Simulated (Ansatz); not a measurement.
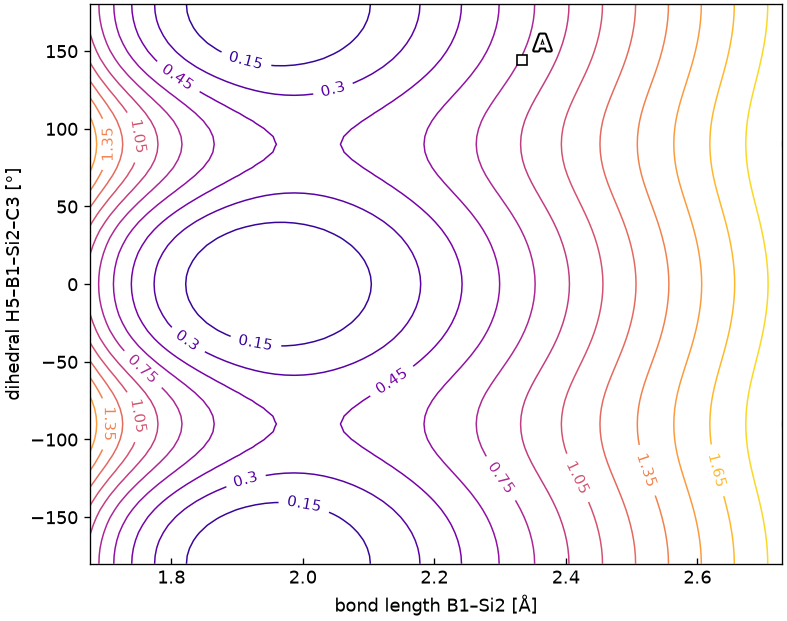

CH₄BClSi, SMILES B[SiH]=CCl. 
- Coordinates scanned: (1) bond length B1–Si2; (2) dihedral H5–B1–Si2–C3.
- Nothing is relaxed (all other coordinates rigid).
- Grid: 9 × 10 points; 54 points were computed and 36 follow by symmetry.
- Points are written as (first, second).
- All energies are given in eV relative to the relaxed molecule at the same level.
- All numbers below come from Ansatz 0.2.0, RKS r2SCAN-D4/def2-TZVP.

The picture shows contour lines labelled in eV, the point A. Between grid points the surface is interpolated.

**Which way does the force act at A, and how strong is it?**

A, at (2.334 Å, 144°), is not a stationary point. The computed force is 2.7 eV for each Å towards smaller values of bond length B1–Si2 and 0.0032 eV for each degree towards larger values of dihedral H5–B1–Si2–C3.
